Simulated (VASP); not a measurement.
# A VASP study of Mn3O4 (Hausmannite) (PBEsol + U): structure first, properties next

Aim: relax Mn3O4 (Hausmannite) with PBEsol + U, compute its properties on that cell and hold them against experiment. The steps: full relaxation (PBEsol + U), second relaxation, single point with fields (PBEsol + U), bands along the symmetry lines (PBEsol + U), total and projected DOS (PBEsol + U) and vibrations at Γ (PBEsol + U). The start is a cell from a database of measured crystal structures.

Program: VASP 6.6.1. Level of theory: PBEsol, DFT+U (Mn d 4 eV), spin-polarised from a ferromagnetic start; plane waves and PAW (Mn_pv, O). Results are calculated unless marked as measured.

The experiments to compare with:

For Mn3O4, tetragonal spinel (polycrystalline, from oxalate, annealed at 1000 C and quenched, 298 K), “Structural change and phase coexistence upon magnetic ordering in the magnetodielectric spinel Mn3O4” (2014, arxiv:1407.2299) gives, by synchrotron powder XRD, Rietveld: lattice constant a (a of tetragonal cell) 5.76289 ± 2e-05 Å; lattice constant c (c of tetragonal cell) 9.46885 ± 1e-05 Å.

Most raw output is cut from this account.

## 1. The starting structure

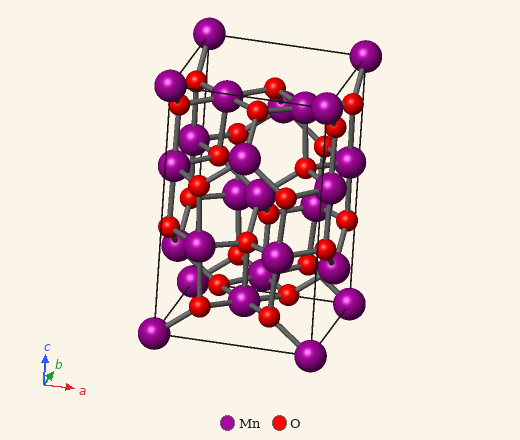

Start, viewed from a free direction; manganese purple, oxygen red. This picture shows the conventional cell, with its axes. Some periodic images of atoms are drawn too.

Structure file:

```
Mn O
1.0
    -2.88250    2.88250    4.72100
     2.88250   -2.88250    4.72100
     2.88250    2.88250   -4.72100
Mn O
6 8
Direct
  0.00000 0.00000 0.00000
  0.75000 0.25000 0.50000
  0.87500 0.62500 0.25000
  0.37500 0.62500 0.25000
  0.37500 0.62500 0.75000
  0.37500 0.12500 0.75000
  0.60610 0.38390 0.22220
  0.13390 0.41170 0.27780
  0.16170 0.38390 0.77780
  0.13390 0.85610 0.72220
  0.14390 0.86610 0.27780
  0.61610 0.39390 0.77780
  0.58830 0.86610 0.72220
  0.61610 0.83830 0.22220
```

## 2. Full relaxation (PBEsol + U)

The start need not lie at this functional's minimum. ISIF = 3 frees volume, shape and positions, and EDIFFG sets the threshold on forces and stress at which the search stops. PBEsol restores the gradient expansion of exchange and is tuned for the cells of solids. A Hubbard U penalises fractional filling of the localised shell, which semilocal functionals favour.

Contents of INCAR:

```
SYSTEM = Mn3O4
PREC = Accurate
ENCUT = 520
EDIFF = 1E-06
NELM = 100
ISMEAR = 0
SIGMA = 0.05
LREAL = .FALSE.
ALGO = Normal
GGA = PS
NBANDS = 99
ISPIN = 2
MAGMOM = 4 4 4 4 4 4 0 0 0 0 0 0 0 0
LDAU = .TRUE.
LDAUTYPE = 2
LDAUL = 2 -1
LDAUU = 4 0
LDAUJ = 0 0
LDAUPRINT = 1
LASPH = .TRUE.
LMAXMIX = 4
LORBIT = 11
LWAVE = .FALSE.
LCHARG = .FALSE.
KPAR = 8
IBRION = 2
NSW = 60
ISIF = 3
EDIFFG = -0.01
```

Contents of POSCAR:

```
Mn3O4
1.0
   -2.8825000000      2.8825000000      4.7210000000
    2.8825000000     -2.8825000000      4.7210000000
    2.8825000000      2.8825000000     -4.7210000000
Mn O
6 8
Direct
    0.0000000000      0.0000000000      0.0000000000
    0.7500000000      0.2500000000      0.5000000000
    0.8750000000      0.6250000000      0.2500000000
    0.3750000000      0.6250000000      0.2500000000
    0.3750000000      0.6250000000      0.7500000000
    0.3750000000      0.1250000000      0.7500000000
    0.6061000000      0.3839000000      0.2222000000
    0.1339000000      0.4117000000      0.2778000000
    0.1617000000      0.3839000000      0.7778000000
    0.1339000000      0.8561000000      0.7222000000
    0.1439000000      0.8661000000      0.2778000000
    0.6161000000      0.3939000000      0.7778000000
    0.5883000000      0.8661000000      0.7222000000
    0.6161000000      0.8383000000      0.2222000000
```

Contents of KPOINTS:

```
Automatic mesh
0
Gamma
7 7 7
0 0 0
```

Potentials, in the order of the species: Mn_pv and O (PBE family, release 64).

The run is started by

```bash
$ mpirun -np 8 vasp_std
```

Run time: 35 min. Hardware: 8 MPI ranks of Intel Xeon Platinum 8375C at 2.90GHz (Ice Lake), shared host; peak memory 7.7 GiB.

The magnetic state follows from one typed start and may not be the lowest. The gap is read on the k-mesh alone, so it is an upper bound where the band edges lie off the mesh. The PAW data sets were made with PBE, which is usual practice but a small mismatch for other functionals. The run keeps the 16 symmetry operations of its start, so it cannot find a distortion of lower symmetry.

Relaxation path:

```
step  energy less that of the first step (eV)  largest force (eV/Å)  pressure (GPa)  volume (Å³)
   1                                   0.0000                0.3323            4.09       156.90
   2                                   0.0027                0.3080           -4.10       163.48
   3                                  -0.0578                0.0082           -0.18       160.08
   4                                  -0.0578                0.0055           -0.10       160.02
   5                                  -0.0587                0.0065           -0.01       159.85
   6                                  -0.0590                0.0111            0.05       159.74
   7                                  -0.0591                0.0219            0.18       159.51
   8                                  -0.0592                0.0172            0.13       159.61
   9                                  -0.0593                0.0184           -0.07       159.80
  10                                  -0.0593                0.0180           -0.09       159.80
  11                                  -0.0595                0.0154           -0.02       159.78
  12                                  -0.0595                0.0177            0.01       159.77
  13                                  -0.0596                0.0077           -0.01       159.78
```

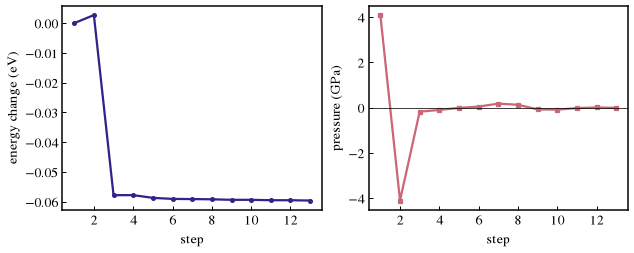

Energy and pressure along the relaxation.

```
conventional cell, symmetrised  before  after  change
                         a (Å)   5.765  5.826  +1.1 %
                         b (Å)   5.765  5.826  +1.1 %
                         c (Å)   9.442  9.414  -0.3 %
              volume (Å³/atom)   11.21  11.41  +1.8 %
```

Final coordinates:

```xyz
14
Lattice="-2.9132 2.9132 4.7069 2.9132 -2.9132 4.7069 2.9132 2.9132 -4.7069" Properties=species:S:1:pos:R:3 pbc="T T T"
Mn    0.0000    0.0000    0.0000
Mn    0.0000    2.9132    2.3535
Mn    0.0000    1.4566    5.8836
Mn    1.4566    0.0000    3.5302
Mn    2.9132    1.4566    1.1767
Mn    1.4566    2.9132   -1.1767
O     0.0000    1.2995    3.6120
O     1.6137    0.0000    1.2586
O     2.9132    1.6137   -1.0949
O     4.2127    0.0000    1.2586
O     2.9132   -1.2995    3.4483
O     1.6137    2.9132    1.0949
O     2.9132    1.2995    3.4483
O     1.2995    0.0000    5.8018
```

This step gave:

- electrons: 126
- bands: 99
- irreducible k-points: 40
- symmetry operations: 16
- free energy (TOTEN): -111.7496 eV
- Fermi energy: 5.461 eV
- pressure: -0.007587 GPa
- moment of the cell, from the last line of the log: 26 μB
- metallic: no
- valence top at k: 0, 0, 0
- conduction bottom at k: 0.2857, 0.2857, 0.1429
- least direct gap at k: 0.2857, 0.1429, 0.1429
- SCF cycles over all ionic steps: 99
- gap on the k-mesh: 0.6606 eV
- least direct gap on the k-mesh: 0.9287 eV

Spin moment in the PAW sphere by atom:

```
atom  spin moment in the PAW sphere (μB)
 Mn1                                4.56
 Mn2                                4.56
 Mn3                                3.94
 Mn4                                3.94
 Mn5                                3.94
 Mn6                                3.94
  O7                                0.01
  O8                                0.01
  O9                                0.01
 O10                                0.01
 O11                                0.01
 O12                                0.01
 O13                                0.01
 O14                                0.01
```

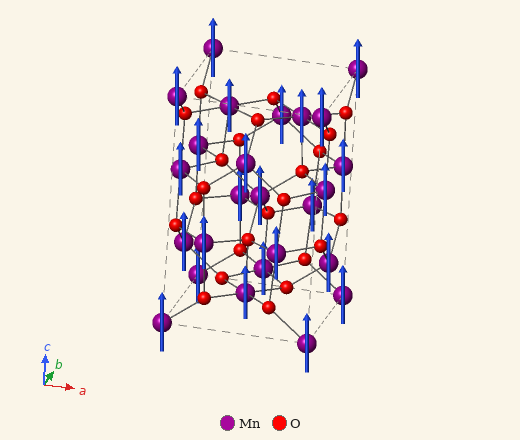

Spin moment in the PAW sphere as arrows, the longest 4.56 μB. Up and down stand for the sign. Arrows give size and sign along the axis of quantisation, drawn up and down the page. Some periodic images of atoms are drawn too.

It ends with a largest force of 0.008 eV/Å and a pressure of -0.01 GPa. The volume lies +1.8 % from that of the database's start.

## 3. Second relaxation

A relaxation keeps the plane waves of the cell it began with, so it is repeated from the new cell, on a basis made for it.

INCAR is that of step 2.

Contents of POSCAR:

```
Mn3O4
1.0
   -2.9131705325      2.9131705325      4.7069002559
    2.9131705325     -2.9131705325      4.7069002559
    2.9131705325      2.9131705325     -4.7069002559
Mn O
6 8
Direct
    0.0000000000      0.0000000000      0.0000000000
    0.7500000000      0.2500000000      0.5000000000
    0.8750000000      0.6250000000      0.2500000000
    0.3750000000      0.6250000000      0.2500000000
    0.3750000000      0.6250000000      0.7500000000
    0.3750000000      0.1250000000      0.7500000000
    0.6067320999      0.3836921715      0.2230399284
    0.1336921715      0.4106522430      0.2769600716
    0.1606522430      0.3836921715      0.7769600716
    0.1336921715      0.8567320999      0.7230399284
    0.1432679001      0.8663078285      0.2769600716
    0.6163078285      0.3932679001      0.7769600716
    0.5893477570      0.8663078285      0.7230399284
    0.6163078285      0.8393477570      0.2230399284
```

KPOINTS is that of step 2.

The run is started by

```bash
$ mpirun -np 8 vasp_std
```

It took 4.8 min on 8 MPI ranks; peak memory 7.5 GiB.

Little changed from the start: no atom moved by 0.005 Å and no cell edge by 0.1 %.

This step gave:

```
free energy (TOTEN)             : -111.7541 eV
pressure                        : 0.01715 GPa
SCF cycles over all ionic steps : 16
least direct gap on the k-mesh  : 0.9286 eV
```

It ends with a largest force of 0.007 eV/Å and a pressure of 0.02 GPa. The volume moved by under 0.01 %: the run met its threshold at the first step.

## 4. Single point with fields (PBEsol + U)

A single point on the relaxed cell gives a clean self-consistent state, with density, ELF and potential written out.

Changes to INCAR since step 3:

```diff
@@ -23,7 +23,5 @@
 LWAVE = .FALSE.
-LCHARG = .FALSE.
-KPAR = 8
-IBRION = 2
-NSW = 60
-ISIF = 3
-EDIFFG = -0.01
+LCHARG = .TRUE.
+ISIF = 2
+LELF = .TRUE.
+LVHAR = .TRUE.
```

POSCAR is that of step 3.

KPOINTS is that of step 3.

The run is started by

```bash
$ mpirun -np 8 vasp_std
```

Elapsed: 6 min, on 8 MPI ranks; peak memory 2.1 GiB; 47 min of CPU time.

With spin, VASP writes an ELF for each channel.

Numbers from this step:

| Item | Value |
| --- | --- |
| SCF cycles | 16 |
| bands | 104 |
| Fermi energy | 5.339 eV |
| pressure | 0.01687 GPa |

Valence electrons inside each PAW sphere by angular momentum. Sphere charges, by row:

```
atom  s (e)  p (e)  d (e)  tot (e)
 Mn1  0.235  6.224  4.916    11.38
 Mn2  0.235  6.224  4.916    11.38
 Mn3  0.298  6.332  4.838    11.47
 Mn4  0.298  6.332  4.838    11.47
 Mn5  0.298  6.332  4.838    11.47
 Mn6  0.298  6.332  4.838    11.47
  O7  1.554  3.461      0    5.015
  O8  1.554  3.461      0    5.015
  O9  1.554  3.461      0    5.015
 O10  1.554  3.461      0    5.015
 O11  1.554  3.461      0    5.015
 O12  1.554  3.461      0    5.015
 O13  1.554  3.461      0    5.015
 O14  1.554  3.461      0    5.015
```

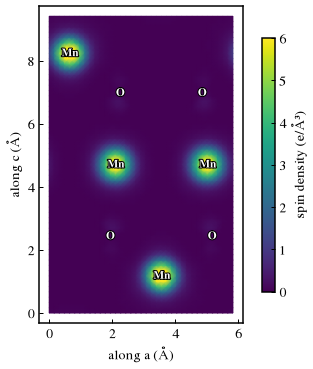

Spin density in the ac plane of the conventional cell at fractional y = 0.000, with atoms of Mn and O within 0.2 Å of it. The map starts off the cell's origin, so that atoms lie inside it.

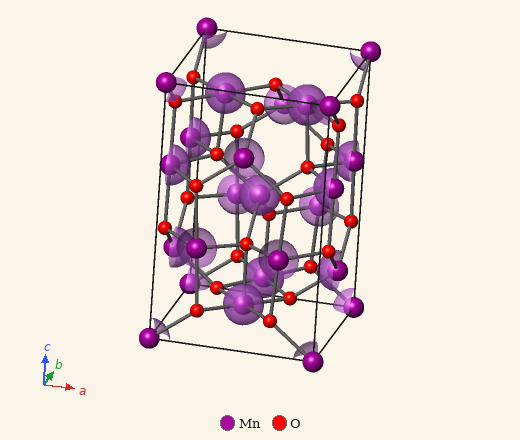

Surface of spin density = 0.73 e/Å³, which holds about 70 % of the integral of its size.

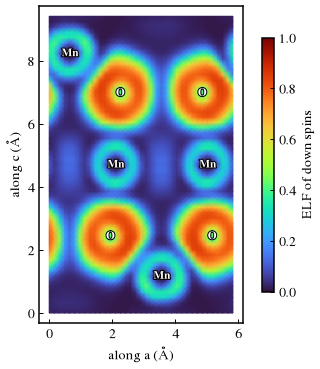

ELF of down spins in the ac plane of the conventional cell at fractional y = 0.000, with atoms of Mn and O within 0.2 Å of it. It is the smooth field of the valence electrons, not physical close to the nuclei. The map starts off the cell's origin, so that atoms lie inside it.

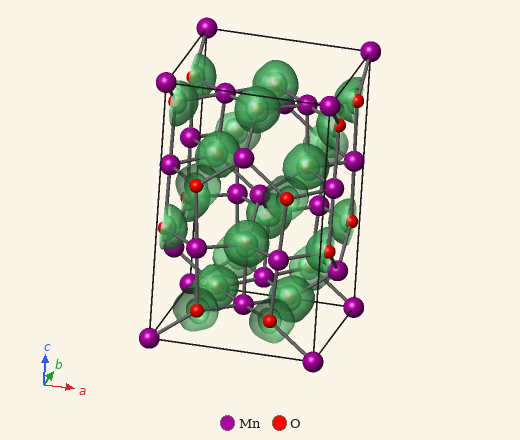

Surface of ELF of down spins = 0.77.

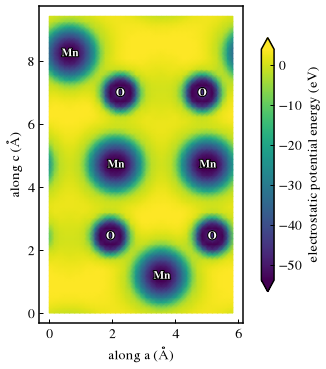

Electrostatic potential energy in the ac plane of the conventional cell at fractional y = 0.000, with atoms of Mn and O within 0.2 Å of it. With pseudopotentials it is smooth inside the atoms' cores, unlike the true potential. The map starts off the cell's origin, so that atoms lie inside it.

In this run the pressure is 0.02 GPa, small enough to go on.

## 5. Bands along the symmetry lines (PBEsol + U)

Levels along the symmetry lines show where the bands peak and cross; KPOINTS_OPT computes them in the converged potential.

Contents of INCAR:

```
SYSTEM = Mn3O4
PREC = Accurate
ENCUT = 520
EDIFF = 1E-06
NELM = 100
ISMEAR = 0
SIGMA = 0.05
LREAL = .FALSE.
ALGO = Normal
GGA = PS
NBANDS = 118
ISPIN = 2
MAGMOM = 4.558 4.558 3.944 3.944 3.944 3.944 0.006 0.006 0.006 0.006 0.006 0.006 0.006 0.006
LDAU = .TRUE.
LDAUTYPE = 2
LDAUL = 2 -1
LDAUU = 4 0
LDAUJ = 0 0
LDAUPRINT = 1
LASPH = .TRUE.
LMAXMIX = 4
LORBIT = 11
LWAVE = .FALSE.
LCHARG = .FALSE.
KPAR = 8
```

POSCAR is that of step 4.

KPOINTS is that of step 4.

Contents of KPOINTS_OPT:

```
Line mode
12
Line-mode
Reciprocal
  0.00000000   0.00000000   0.00000000 GAMMA
  0.50000000  -0.50000000   0.00000000 X

  0.50000000  -0.50000000   0.00000000 X
  0.50000000  -0.50000000   0.19152780 Y

  0.50000000  -0.50000000   0.19152780 Y
  0.34576390  -0.34576390   0.34576390 S

  0.34576390  -0.34576390   0.34576390 S
  0.00000000   0.00000000   0.00000000 GAMMA

  0.00000000   0.00000000   0.00000000 GAMMA
  0.50000000   0.50000000  -0.50000000 Z

  0.50000000   0.50000000  -0.50000000 Z
  0.65423610   0.34576390  -0.34576390 S1

  0.65423610   0.34576390  -0.34576390 S1
  0.50000000   0.00000000   0.00000000 N

  0.50000000   0.00000000   0.00000000 N
  0.75000000  -0.25000000  -0.25000000 P

  0.75000000  -0.25000000  -0.25000000 P
  0.80847220   0.19152780  -0.50000000 Y1

  0.80847220   0.19152780  -0.50000000 Y1
  0.50000000   0.50000000  -0.50000000 Z

  0.50000000  -0.50000000   0.00000000 X
  0.75000000  -0.25000000  -0.25000000 P
```

The run is started by

```bash
$ mpirun -np 8 vasp_std
```

The job ended after 14 min (8 MPI ranks; peak memory 13 GiB; 1.9 h of CPU time).

This step gave:

| Quantity | Value |
| --- | --- |
| bands | 118 |
| Fermi energy | 5.272 eV |
| pressure | 0.01931 GPa |
| least gap on mesh and path | 0.6534 eV |
| least direct gap on mesh and path | 0.8960 eV |
| conduction bottom at k | 0.7045, -0.2045, -0.2045 |
| least direct gap at k | 0.6591, -0.1591, -0.1591 |

Spin up. Electronic bands along the path, in eV, zero at the valence-band top; v1 is the highest filled band, c1 the lowest empty one:

```
    point     v4     v3     v2     v1    c1    c2    c3    c4
        Γ  -0.26  -0.26  -0.23   0.00  1.49  1.49  1.71  1.85
        X  -0.82  -0.82  -0.50  -0.50  0.76  0.76  0.91  0.91
        Y  -0.85  -0.85  -0.64  -0.64  0.96  0.96  1.24  1.24
        S  -0.99  -0.97  -0.84  -0.61  1.16  1.29  1.40  1.74
        Γ  -0.26  -0.26  -0.23   0.00  1.49  1.49  1.71  1.85
        Z  -1.24  -1.24  -0.83  -0.83  1.50  1.50  1.76  1.76
       S1  -0.99  -0.97  -0.84  -0.61  1.16  1.29  1.40  1.74
        N  -0.83  -0.69  -0.58  -0.08  1.02  1.20  1.20  1.73
        P  -0.67  -0.67  -0.34  -0.34  0.69  0.69  0.84  0.84
       Y1  -0.85  -0.85  -0.64  -0.64  0.96  0.96  1.24  1.24
        Z  -1.24  -1.24  -0.83  -0.83  1.50  1.50  1.76  1.76
jump to X  -0.82  -0.82  -0.50  -0.50  0.76  0.76  0.91  0.91
        P  -0.67  -0.67  -0.34  -0.34  0.69  0.69  0.84  0.84
```

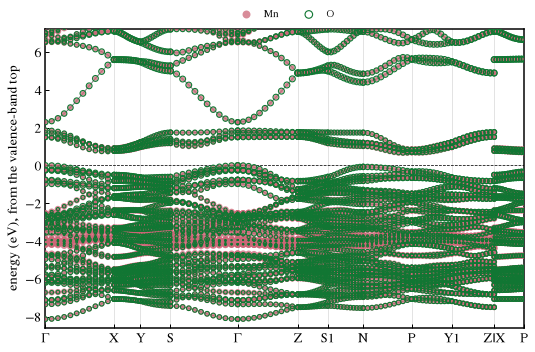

Electronic bands along the path; dots are coloured as in the legend, and their area grows with the weight.

Spin down. Electronic bands along the path, in eV, zero at the valence-band top; v1 is the highest filled band, c1 the lowest empty one:

```
    point     v4     v3     v2     v1    c1    c2    c3    c4
        Γ  -2.62  -2.36  -2.36  -2.16  1.84  2.12  2.54  2.93
        X  -3.10  -3.10  -2.39  -2.39  2.63  2.63  2.97  2.97
        Y  -2.91  -2.91  -2.55  -2.55  2.76  2.76  2.97  2.97
        S  -2.88  -2.84  -2.56  -2.44  2.59  2.85  2.89  3.01
        Γ  -2.62  -2.36  -2.36  -2.16  1.84  2.12  2.54  2.93
        Z  -2.66  -2.66  -2.43  -2.43  2.58  2.58  3.01  3.01
       S1  -2.88  -2.84  -2.56  -2.44  2.59  2.85  2.89  3.01
        N  -2.75  -2.55  -2.42  -2.34  2.53  2.59  2.71  3.15
        P  -2.76  -2.76  -2.61  -2.61  2.78  2.78  2.95  2.95
       Y1  -2.91  -2.91  -2.55  -2.55  2.76  2.76  2.97  2.97
        Z  -2.66  -2.66  -2.43  -2.43  2.58  2.58  3.01  3.01
jump to X  -3.10  -3.10  -2.39  -2.39  2.63  2.63  2.97  2.97
        P  -2.76  -2.76  -2.61  -2.61  2.78  2.78  2.95  2.95
```

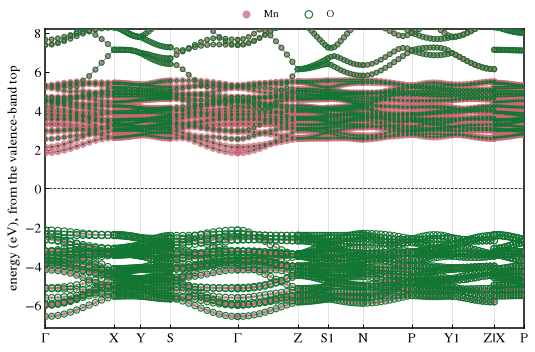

Electronic bands along the path; dots are coloured as in the legend, and their area grows with the weight.

The path finds the gap of the mesh within 0.02 eV, so the mesh comes close to both band edges.

## 6. Total and projected DOS (PBEsol + U)

A density of states needs more k-points than a total energy; ISMEAR = -5 takes tetrahedra, and LORBIT projects the states on the PAW spheres. The mesh is finer than in the run before.

Changes to INCAR since step 5:

```diff
@@ -5,3 +5,3 @@
 NELM = 100
-ISMEAR = 0
+ISMEAR = -5
 SIGMA = 0.05
@@ -25 +25,2 @@
 KPAR = 8
+NEDOS = 2001
```

POSCAR is that of step 5.

Contents of KPOINTS:

```
Automatic mesh
0
Gamma
10 10 10
0 0 0
```

The run is started by

```bash
$ mpirun -np 8 vasp_std
```

It took 12 min on 8 MPI ranks; peak memory 17 GiB.

Numbers from this step:

* irreducible k-points: 102
* Fermi energy: 5.117 eV
* pressure: 0.01893 GPa
* conduction bottom at k: 0.3, 0.2, 0.2
* least direct gap at k: 0.3, 0.2, 0.2
* gap on the k-mesh: 0.6544 eV
* least direct gap on the k-mesh: 0.9120 eV

(Continued in part 2 of 2.)

[Lines on the potential files, build, host, timing and source positions are cut from VASP's logs without a mark.]

[Logs are printed without paths, hosts, clocks, repeated set-up lines and the standing remarks that a program may print on its own settings, such as how far it seeks lower states.]

[Hosts, paths, dates, database ids (printed as entryN), source tags and the programs' standing remarks are cut or masked in the printed files.]

[A measured line is paired with the nearest computed mode of its activity, which favours agreement.]
